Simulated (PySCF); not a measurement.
# One shape, several levels: BH5O (B(H2O)H3)

Wanted: a comparison of 4 runs (B3LYP/STO-3G, M06-2X/STO-3G, wB97X-V/STO-3G, CCSDTQ/STO-3G) of BH5O (B(H2O)H3). The job is set up through a Python script.

Program for the calculation: PySCF 2.14.0.

### Step 1. Starting point

BH5O: 7 atoms, total charge 0, spin state singlet. SMILES: `[H]B([H])([H])<-O`. The coordinates come from a GFN2-xTB relaxation.

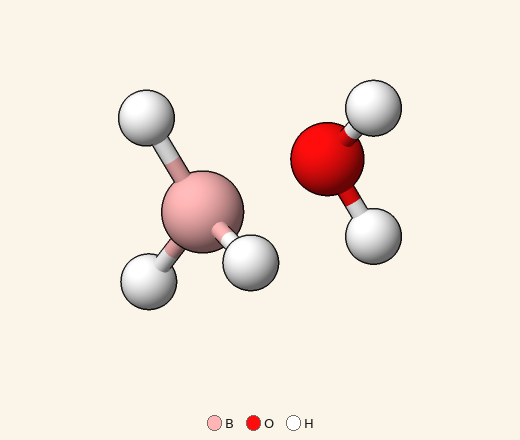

Viewed from a chosen angle; boron pink, oxygen red, hydrogen white.

### Step 2. The energy at B3LYP/STO-3G (run 1)

The input, run.py:

```python
# B(H2O)H3
from pyscf import gto, dft

mol = gto.M(
    atom=[
    ('B', (0.067800, -0.111690, -0.668890)),
    ('O', (0.100820, -0.146640, 1.030730)),
    ('H', (-0.836060, -0.142600, 1.252490)),
    ('H', (0.486320, 0.708910, 1.244780)),
    ('H', (1.210120, -0.068530, -0.970290)),
    ('H', (-0.544260, 0.876330, -0.930190)),
    ('H', (-0.484730, -1.115770, -0.958620)),
],
    max_memory=1860,
    basis='sto-3g',
    charge=0,
    verbose=3,
)

ks = dft.RKS(mol)
ks.xc = 'b3lyp'
ks.conv_tol = 1e-10
ks.grids.level = 5
ks.kernel()
if not ks.converged:
    ks = ks.newton().run(ks.mo_coeff, ks.mo_occ)

e_tot = ks.e_tot
print(f'total energy: {e_tot:.8f} hartree')
```

Run with:

```sh
$ OMP_NUM_THREADS=1 python run.py
```

The log of the run:

```text
converged SCF energy = -101.69191764923
total energy: -101.69191765 hartree
```

It took 2.9 s on 1 thread of Arm Neoverse V1, shared host; peak memory 0.18 GiB.

### Step 3. A single-point energy at M06-2X/STO-3G (run 2)

The input, job.py:

```python
# B(H2O)H3
from pyscf import gto, dft

mol = gto.Mole()
mol.atom = '''
B      0.128123    -0.211064    -1.264019
O      0.190522    -0.277109     1.947797
H     -1.579924    -0.269475     2.366863
H      0.919012     1.339646     2.352293
H      2.286795    -0.129503    -1.833582
H     -1.028502     1.656024    -1.757804
H     -0.916007    -2.108500    -1.811529
'''
mol.spin = 0
mol.basis = 'sto-3g'
mol.verbose = 3
mol.unit = 'bohr'
mol.max_memory = 1860
mol.build()

myscf = dft.RKS(mol, xc='m06-2x')
myscf.grids.level = 5
myscf.conv_tol = 1e-10
myscf.kernel()
if not myscf.converged:
    myscf = myscf.newton().run(myscf.mo_coeff, myscf.mo_occ)

energy = myscf.e_tot
print('E = %.10f Eh' % energy)
```

Run with:

```sh
$ OMP_NUM_THREADS=1 python job.py
```

The log of the run:

```text
converged SCF energy = -101.677530217688
E = -101.6775302177 Eh
```

It took 3.6 s on 1 thread of Arm Neoverse V1, shared host; peak memory 0.19 GiB.

Run 3 isn't shown in full; the table further down has it.

### Step 4. The energy at CCSDTQ/STO-3G (run 4)

The input, calc.py:

```python
# B(H2O)H3
from pyscf import gto, cc

mol = gto.M(
    atom='''
B        0.067800      -0.111690      -0.668890
O        0.100820      -0.146640       1.030730
H       -0.836060      -0.142600       1.252490
H        0.486320       0.708910       1.244780
H        1.210120      -0.068530      -0.970290
H       -0.544260       0.876330      -0.930190
H       -0.484730      -1.115770      -0.958620
''',
    basis='sto-3g',
    verbose=3,
    charge=0,
    max_memory=1860,
)

mf = mol.RHF()
mf.conv_tol = 1e-10
mf.kernel()
if not mf.converged:
    mf = mf.newton().run(mf.mo_coeff, mf.mo_occ)

mycc = cc.CCSDTQ(mf, frozen=2)
mycc.kernel()
etot = mycc.e_tot
print(f'total energy: {etot:.8f} hartree')
```

Run with:

```sh
$ OMP_NUM_THREADS=1 python calc.py
```

The log of the run:

```text
converged SCF energy = -101.093903001034
_make_eris_incore_RCCSDTQ
RCCSDTQ converged
E(RCCSDTQ) = -101.2101347596992   E_corr = -0.1162317586655103
E_corr(same-spin) = -0.00662592359674454
E_corr(oppo-spin) = -0.109605835068766
total energy: -101.21013476 hartree
```

It took 24 s on 1 thread of Arm Neoverse V1, shared host; peak memory 0.17 GiB.

### Step 5. All runs side by side

```csv
run,level,nlc grid,integration grid,energy (Eh),dipole moment (D) of the reference,HOMO energy (eV),LUMO energy (eV),wall time
1,B3LYP/STO-3G,–,5,-101.691918,4.76,-6.11,5.48,2.9 s
2,M06-2X/STO-3G,–,5,-101.677530,4.78,-7.79,7.36,3.6 s
3,wB97X-V/STO-3G,1,5,-101.663238,4.74,-8.92,8.56,20 s
4,CCSDTQ/STO-3G,–,–,-101.210135,4.58,-10.32,11.92,24 s
```

### Step 6. What came out

```
                                          quantity          value
                               run 4: total energy  -101.21013 Eh
       run 4: dipole moment (Hartree–Fock density)         4.58 D
        run 4: HOMO energy (Hartree–Fock orbitals)      -10.32 eV
        run 4: LUMO energy (Hartree–Fock orbitals)       11.92 eV
      run 4: HOMO–LUMO gap (Hartree–Fock orbitals)       22.24 eV
run 4: correlation energy (2 core orbitals frozen)     -116.2 mEh
                              run 4: T1 diagnostic          0.007
```

In words: Over runs 1, 2, 3 the dipole moment (its size) runs from 4.74 D (wB97X-V/STO-3G) to 4.78 D (M06-2X/STO-3G). Over runs 1, 2, 3 the HOMO–LUMO gap runs from 11.59 eV (B3LYP/STO-3G) to 17.48 eV (wB97X-V/STO-3G). Totals of different functionals can't be ranked against each other. In runs 1, 2, 3, 4 the basis is minimal, so the values are rough. All runs together took 51 s, the longest 24 s.
